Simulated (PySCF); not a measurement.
# C₅H₅N₃O: excited states, first hyperpolarisability

Wanted: excited states, first hyperpolarisability for C₅H₅N₃O (`O/C=C/c1ncncn1`).

Programs: PySCF 2.14.0, with routines of our own; each step states its level. All values are computed. Atoms count from 0.

### Step 1. The starting structure

14 atoms, charge 0, multiplicity 1; geometry from: GFN2-xTB.

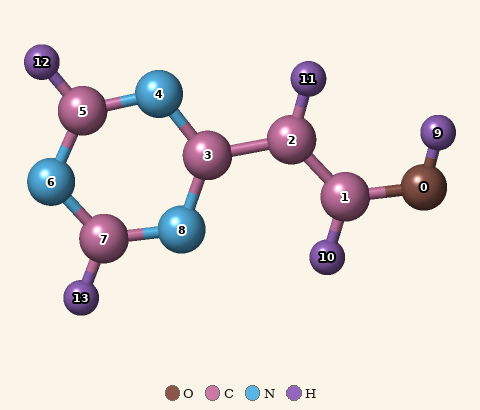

The starting geometry (oxygen brown, carbon pink, nitrogen blue, hydrogen purple).

### Step 2. Relaxing the molecule at PBE0-D3(BJ)/def2-SVP

The job: settings as JSON, then the geometry in Å.

```
{"job": {"xc": "PBE0", "basis": "def2-SVP", "d3": "d3bj", "grid": 2, "kind": "geom"}, "charge": 0, "multiplicity": 1}
O      3.412840    -0.720822     0.228122
C      2.080870    -0.715153     0.224568
C      1.297726     0.319271    -0.108906
C     -0.138088     0.235137    -0.079806
N     -0.824364     1.327102    -0.439115
C     -2.134131     1.212667    -0.395407
N     -2.804480     0.130278    -0.031585
C     -2.036864    -0.897557     0.301210
N     -0.722667    -0.910656     0.297334
H      3.762625     0.139125    -0.047818
H      1.656211    -1.662069     0.527292
H      1.705032     1.271936    -0.416785
H     -2.716448     2.079946    -0.683466
H     -2.538940    -1.809679     0.602195
```

Started as:

```console
> OMP_NUM_THREADS=1 python excited_run.py task.json out
```

This one command runs all jobs of the session in turn.

Output:

```text
step   0  E = -432.20489963  max force = 0.013505
step   1  E = -432.20591040  max force = 0.002531
step   2  E = -432.20590311  max force = 0.001776
step   3  E = -432.20591795  max force = 0.001082
step   4  E = -432.20592146  max force = 0.000265
optimisation converged
```

Wall time 40 s (1 thread of Arm Neoverse V2, shared host); peak memory 0.73 GiB.

Step by step:

| step | energy from step 0 (eV) | largest force component (eV/Å) |
| --- | --- | --- |
| 0 | 0.0000 | 0.6945 |
| 1 | -0.0275 | 0.1301 |
| 2 | -0.0273 | 0.0913 |
| 3 | -0.0277 | 0.0556 |
| 4 | -0.0278 | 0.0136 |

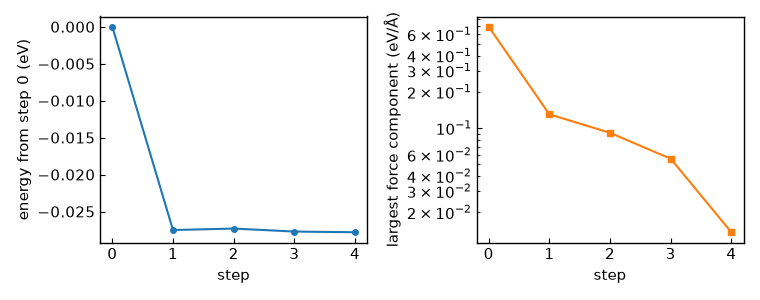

Energy and largest force along the relaxation.

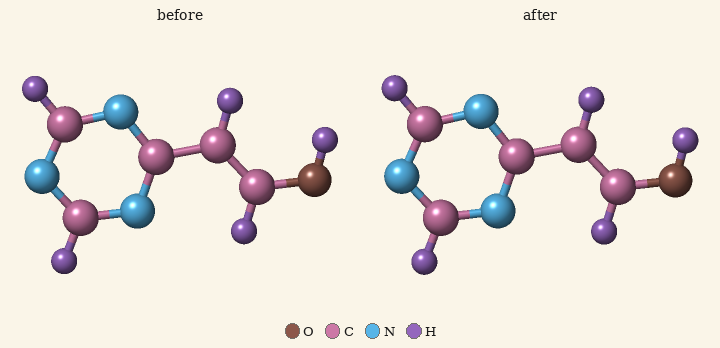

Before and after, at one scale.

Close pairs (by a distance rule), those that changed most:

| bond | before (Å) | after (Å) | change (Å) |
| --- | --- | --- | --- |
| C5–H12 | 1.084 | 1.098 | +0.014 |
| C7–H13 | 1.084 | 1.098 | +0.014 |
| C1–H10 | 1.081 | 1.094 | +0.013 |
| C2–H11 | 1.081 | 1.093 | +0.013 |
| C2–C3 | 1.439 | 1.449 | +0.010 |
| N4–C5 | 1.315 | 1.325 | +0.009 |
| C1–C2 | 1.340 | 1.348 | +0.009 |
| N6–C7 | 1.325 | 1.332 | +0.007 |

The next job starts from the end point, and lists it.

| at the end point | value |
| --- | --- |
| point group (found at 0.08 Å tolerance) | Cs |
| rotational constants (GHz, main isotopes) | 5.676, 0.935, 0.803 |
| dipole moment (D) | 2.33 |

### Step 3. Excited states: TDA wB97X-D/def2-TZVP

The job: settings as JSON, then the geometry in Å.

```
{"job": {"kind": "states", "xc": "wB97X-D", "basis": "def2-TZVP", "tda": true, "soc": true, "nstates": 6, "ntriplets": 5, "nquad": 4}, "charge": 0, "multiplicity": 1}
O      3.344118    -0.761085     0.298252
C      2.016106    -0.739631     0.297546
C      1.232887     0.304730    -0.040392
C     -0.213392     0.222464    -0.007195
N     -0.902239     1.318795    -0.363500
C     -2.220345     1.196929    -0.317594
N     -2.895974     0.109046     0.041793
C     -2.118302    -0.920037     0.375859
N     -0.797268    -0.928417     0.372945
H      3.686036     0.097598     0.015871
H      1.572497    -1.689621     0.610116
H      1.652143     1.264006    -0.356016
H     -2.810112     2.077538    -0.603964
H     -2.621999    -1.846263     0.681859
```

Level: TDA wB97X-D/def2-TZVP excited states, vertical, gas phase, spin-orbit mean-field couplings.

Output:

```text
coarse grid: 12808 points
cycle   1  E = -432.8941304223  dE =  2.035e+00  |g| = 7.845e-01  |ddm| = 3.152e+00
cycle   2  E = -432.9038781567  dE = -9.748e-03  |g| = 8.420e-01  |ddm| = 1.406e+00
cycle   3  E = -433.0232066004  dE = -1.193e-01  |g| = 7.819e-02  |ddm| = 6.806e-01
cycle   4  E = -433.0241181803  dE = -9.116e-04  |g| = 5.021e-02  |ddm| = 9.804e-02
cycle   5  E = -433.0246370784  dE = -5.189e-04  |g| = 1.368e-02  |ddm| = 5.701e-02
cycle   6  E = -433.0246819752  dE = -4.490e-05  |g| = 4.181e-03  |ddm| = 1.827e-02
cycle   7  E = -433.0246877287  dE = -5.753e-06  |g| = 2.044e-03  |ddm| = 6.729e-03
final grid: 127088 points
cycle   8  E = -433.0072243955  dE = -2.181e-04  |g| = 8.780e-03  |ddm| = 1.111e-01
cycle   9  E = -433.0072257600  dE = -1.365e-06  |g| = 8.686e-03  |ddm| = 1.455e-02
cycle  10  E = -433.0072392909  dE = -1.353e-05  |g| = 9.299e-04  |ddm| = 5.147e-03
cycle  11  E = -433.0072394591  dE = -1.682e-07  |g| = 6.174e-04  |ddm| = 1.358e-03
cycle  12  E = -433.0072395485  dE = -8.947e-08  |g| = 1.533e-04  |ddm| = 7.329e-04
cycle  13  E = -433.0072395575  dE = -8.954e-09  |g| = 5.234e-05  |ddm| = 2.347e-04
cycle  14  E = -433.0072395597  dE = -2.246e-09  |g| = 1.581e-05  |ddm| = 1.711e-04
cycle  15  E = -433.0072395600  dE = -2.168e-10  |g| = 9.508e-06  |ddm| = 4.784e-05
converged SCF energy = -433.0072395600

Singlet excitations
state   eV       nm        f     d(h-e)  d(exc)  Lambda  PR(NTO)  |dmu|/D   mu/D   main configurations
  1   4.5873   270.3   0.00070   0.392   2.772   0.401   1.045    1.556    1.193   H-1->L 0.94
  2   4.8368   256.3   0.00255   0.867   2.714   0.450   1.032    2.173    0.043   H-2->L 0.59, H-2->L+1 0.37
  3   4.8859   253.8   0.00561   0.630   2.510   0.517   1.037    1.522    3.649   H-1->L+1 0.92
  4   5.0008   247.9   0.00631   1.014   2.771   0.453   1.024    2.641    1.700   H-2->L+1 0.56, H-2->L 0.34
  5   5.2587   235.8   0.27810   1.469   3.336   0.612   1.121                     H->L 0.58, H->L+1 0.33
  6   5.5281   224.3   0.46284   1.374   3.261   0.551   1.170                     H->L+1 0.51, H->L 0.36

Triplet excitations (Tamm-Dancoff)
state   eV     d(h-e)  d(exc)  Lambda  PR(NTO)   main configurations
  1   3.3642   0.354   2.805   0.723   1.063   H->L 0.90
  2   4.2595   0.357   2.612   0.453   1.071   H-1->L 0.45, H-1->L+1 0.34, H-2->L 0.15
  3   4.4198   0.641   2.677   0.464   1.024   H-1->L+1 0.47, H-1->L 0.41
  4   4.4860   0.758   2.775   0.456   1.276   H-2->L 0.71, H-1->L+1 0.15
  5   4.7011   0.371   2.475   0.445   1.139   H-2->L+1 0.89
S1 - T1 = 1.2231 eV

Spin-orbit couplings |<S|Hso|T>| (cm-1)
             T1       T2       T3       T4       T5
S0        0.018   11.976   16.002   21.670   13.573
S1        8.425    9.303    5.324   16.358    0.382
S2        2.633   17.283    2.378    8.919    2.084
S3        1.534    0.990    9.145    2.331   17.501
S4        0.424    0.030   16.405    4.780   10.486
S5        0.066    9.398    1.443    3.027    0.408
S6        0.062    1.452    7.874    4.029    3.845
T1 sublevels (cm-1): 0.000 0.000 0.003   radiative rates (1/s): 4.77e-05 0.0971 0.169
```

It took 76 s on 1 thread of Arm Neoverse V2, shared host; peak memory 1.2 GiB.

From this job:

| quantity | value |
| --- | --- |
| S1 less T1 | 1.22 eV |

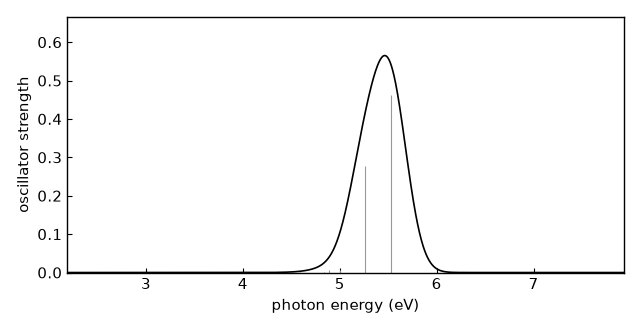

Absorption lines of the singlets. Lines are broadened to a width of 0.40 eV (Gaussian).

The fields below are evaluated on a grid from the run's orbitals.

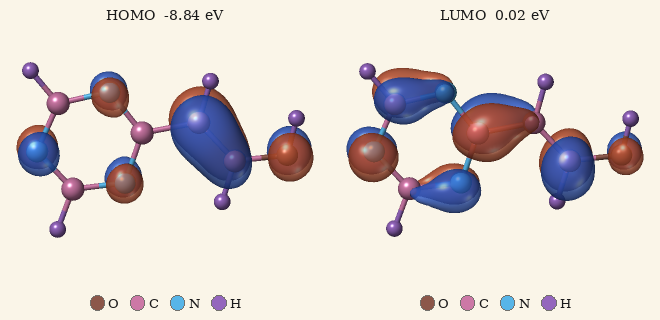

wB97X-D/def2-TZVP orbitals near the gap, drawn at the value that encloses 70 % of each; the two colours are the two signs.

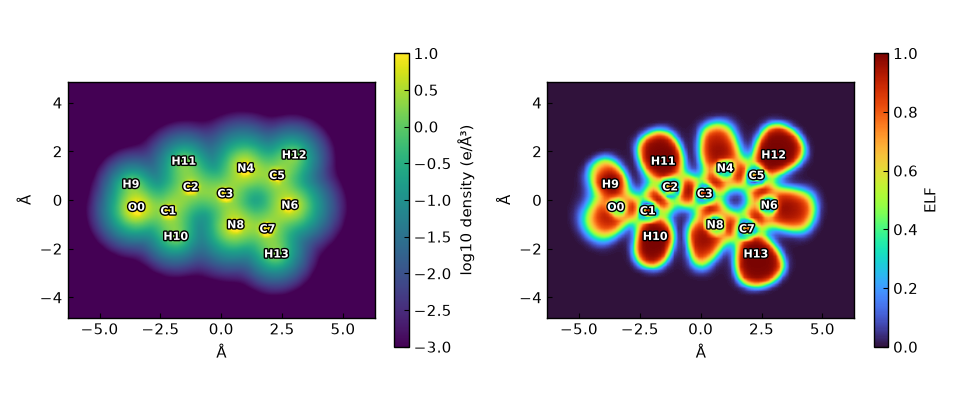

Density (left) and ELF (right) in a plane through or near 14 of the atoms.

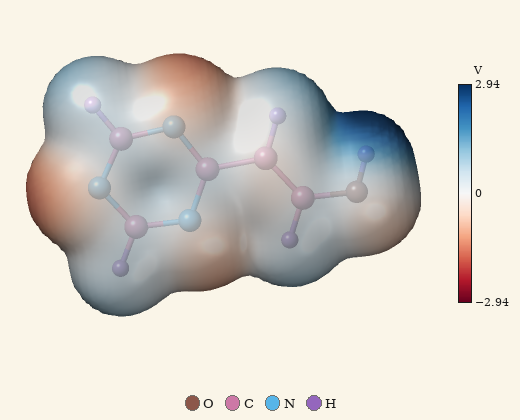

The potential that a unit positive charge feels on the 0.002 e/bohr³ surface, from -1.44 V near N6 to 2.94 V near H9.

### Step 4. Excited states: TDDFT CAM-B3LYP/aug-cc-pVDZ

The job, as its differences from that of step 3:

```diff
@@ -1,2 +1,2 @@
-{"job": {"kind": "states", "xc": "wB97X-D", "basis": "def2-TZVP", "tda": true, "soc": true, "nstates": 6, "ntriplets": 5, "nquad": 4}, "charge": 0, "multiplicity": 1}
+{"job": {"kind": "states", "xc": "CAM-B3LYP", "basis": "aug-cc-pVDZ", "tpa": true, "nstates": 8, "nquad": 6, "ntriplets": 0}, "charge": 0, "multiplicity": 1}
 O      3.344118    -0.761085     0.298252
```

With the program's defaults for keys left out, this is: TDDFT CAM-B3LYP/aug-cc-pVDZ excited states, vertical, gas phase, two-photon moments by quadratic response.

Output:

```text
coarse grid: 12808 points
cycle   1  E = -432.7062602209  dE =  2.021e+00  |g| = 7.409e-01  |ddm| = 1.323e+01
cycle   2  E = -432.6878850245  dE =  1.838e-02  |g| = 8.634e-01  |ddm| = 2.902e+00
cycle   3  E = -432.8251876453  dE = -1.373e-01  |g| = 8.165e-02  |ddm| = 1.491e+00
cycle   4  E = -432.8261655227  dE = -9.779e-04  |g| = 4.994e-02  |ddm| = 2.792e-01
cycle   5  E = -432.8267007040  dE = -5.352e-04  |g| = 1.400e-02  |ddm| = 1.184e-01
cycle   6  E = -432.8267437071  dE = -4.300e-05  |g| = 4.413e-03  |ddm| = 4.116e-02
cycle   7  E = -432.8267489752  dE = -5.268e-06  |g| = 1.819e-03  |ddm| = 1.369e-02
final grid: 127088 points
cycle   8  E = -432.8553951615  dE = -2.221e-05  |g| = 3.849e-03  |ddm| = 1.604e-01
cycle   9  E = -432.8553940870  dE =  1.074e-06  |g| = 4.652e-03  |ddm| = 2.178e-02
cycle  10  E = -432.8553986907  dE = -4.604e-06  |g| = 7.574e-04  |ddm| = 8.711e-03
cycle  11  E = -432.8553988284  dE = -1.377e-07  |g| = 1.811e-04  |ddm| = 2.151e-03
cycle  12  E = -432.8553988372  dE = -8.817e-09  |g| = 8.964e-05  |ddm| = 5.926e-04
cycle  13  E = -432.8553988391  dE = -1.891e-09  |g| = 1.543e-05  |ddm| = 2.048e-04
cycle  14  E = -432.8553988392  dE = -1.112e-10  |g| = 7.635e-06  |ddm| = 7.165e-05
converged SCF energy = -432.8553988392

Singlet excitations
state   eV       nm        f     d(h-e)  d(exc)  Lambda  PR(NTO)  |dmu|/D   mu/D   delta(TPA)   sigma/GM   main configurations
  1   4.6071   269.1   0.00085   0.362   2.795   0.398   1.032    1.460    1.156        0.06      0.000   H-1->L 0.94
  2   4.8350   256.4   0.00307   0.888   2.783   0.445   1.035    2.253    0.204        2.12      0.018   H-2->L 0.65, H-2->L+1 0.29
  3   4.8783   254.2   0.00348   0.589   2.561   0.511   1.081    1.449    3.503        1.77      0.015   H-1->L+1 0.93
  4   4.9626   249.8   0.36510   1.207   3.257   0.671   1.134    3.612    5.633      350.31      3.161   H->L 0.89
  5   5.0050   247.7   0.00381   0.967   2.763   0.448   1.023    2.484    1.599        2.91      0.027   H-2->L+1 0.67, H-2->L 0.26
  6   5.3177   233.2   0.17503   1.629   3.407   0.468   1.250    5.224    7.216      207.79      2.153   H->L+1 0.81, H->L 0.09
  7   5.7410   216.0   0.00196   2.441   4.045   0.210   1.007                                            H->L+2 0.89
  8   6.6522   186.4   0.00758   1.505   4.514   0.158   1.024                                            H->L+3 0.63, H->L+4 0.13, H->L+5 0.09
```

Run time: 68 s. Hardware: 1 thread of Arm Neoverse V2, shared host; peak memory 1.1 GiB.

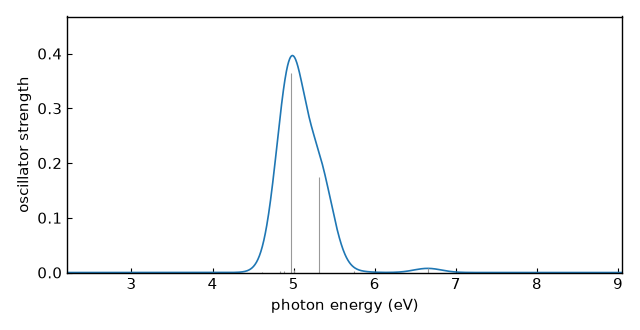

Absorption lines of the singlets. Lines are broadened to a width of 0.40 eV (Gaussian).

### Step 5. First hyperpolarisability: quadratic response CAM-B3LYP/aug-cc-pVDZ

The job, as its differences from that of step 4:

```diff
@@ -1,2 +1,2 @@
-{"job": {"kind": "states", "xc": "CAM-B3LYP", "basis": "aug-cc-pVDZ", "tpa": true, "nstates": 8, "nquad": 6, "ntriplets": 0}, "charge": 0, "multiplicity": 1}
+{"job": {"kind": "beta", "xc": "CAM-B3LYP", "basis": "aug-cc-pVDZ"}, "charge": 0, "multiplicity": 1}
 O      3.344118    -0.761085     0.298252
```

Level: quadratic response CAM-B3LYP/aug-cc-pVDZ first hyperpolarisability, Taylor convention, gas phase.

Output:

```text
coarse grid: 12808 points
cycle   1  E = -432.7062602209  dE =  2.021e+00  |g| = 7.409e-01  |ddm| = 1.323e+01
cycle   2  E = -432.6878850245  dE =  1.838e-02  |g| = 8.634e-01  |ddm| = 2.902e+00
cycle   3  E = -432.8251876453  dE = -1.373e-01  |g| = 8.165e-02  |ddm| = 1.491e+00
cycle   4  E = -432.8261655227  dE = -9.779e-04  |g| = 4.994e-02  |ddm| = 2.792e-01
cycle   5  E = -432.8267007040  dE = -5.352e-04  |g| = 1.400e-02  |ddm| = 1.184e-01
cycle   6  E = -432.8267437071  dE = -4.300e-05  |g| = 4.413e-03  |ddm| = 4.116e-02
cycle   7  E = -432.8267489752  dE = -5.268e-06  |g| = 1.819e-03  |ddm| = 1.369e-02
final grid: 127088 points
cycle   8  E = -432.8553951615  dE = -2.221e-05  |g| = 3.849e-03  |ddm| = 1.604e-01
cycle   9  E = -432.8553940870  dE =  1.074e-06  |g| = 4.652e-03  |ddm| = 2.178e-02
cycle  10  E = -432.8553986907  dE = -4.604e-06  |g| = 7.574e-04  |ddm| = 8.711e-03
cycle  11  E = -432.8553988284  dE = -1.377e-07  |g| = 1.811e-04  |ddm| = 2.151e-03
cycle  12  E = -432.8553988372  dE = -8.817e-09  |g| = 8.964e-05  |ddm| = 5.926e-04
cycle  13  E = -432.8553988391  dE = -1.891e-09  |g| = 1.543e-05  |ddm| = 2.048e-04
cycle  14  E = -432.8553988392  dE = -1.112e-10  |g| = 7.635e-06  |ddm| = 7.165e-05
converged SCF energy = -432.8553988392

Lowest singlets (eV, f): 4.6071 0.0008  4.8350 0.0031  4.8783 0.0035

First hyperpolarisability (au)
process     nm      |vector|   parallel      HRS      DR
static         -      856.37     479.19      365.1   4.558
shg       1907.0      933.43     522.49     397.58   4.575
eope      1907.0      880.84     492.94          -       -
shg       1064.0     1152.15      645.5     489.65   4.615
eope      1064.0      939.29     525.79          -       -
```

Wall time 58 s (1 thread of Arm Neoverse V2, shared host); peak memory 1.1 GiB.

### Step 6. Outcome

```
                                                   quantity                                                 value
                                                point group                                                    Cs
                       rotational constants (main isotopes)                                  5.68, 0.94, 0.80 GHz
                 S1 less T1 (step 3, TDA wB97X-D/def2-TZVP)                                               1.22 eV
                      surface potential, least and greatest                                    -1.44 V and 2.94 V
β vector (step 5, quadratic response CAM-B3LYP/aug-cc-pVDZ)  static 856, SHG 1907.0 nm 933, SHG 1064.0 nm 1152 au
```

What this shows: The optimisation took 4 steps and gained 0.028 eV; among the close pairs (by a distance rule), C5–H12 changed most, from 1.084 to 1.098 Å. In step 3, the number of triplets below S1 is 4, and the largest singlet-triplet spin-orbit coupling is S0–T4, 21.67 cm⁻¹. β grows from 856 au (static) to 1152 au for doubling at 1064.0 nm: normal dispersion, which grows as twice the photon energy moves toward the bright states.
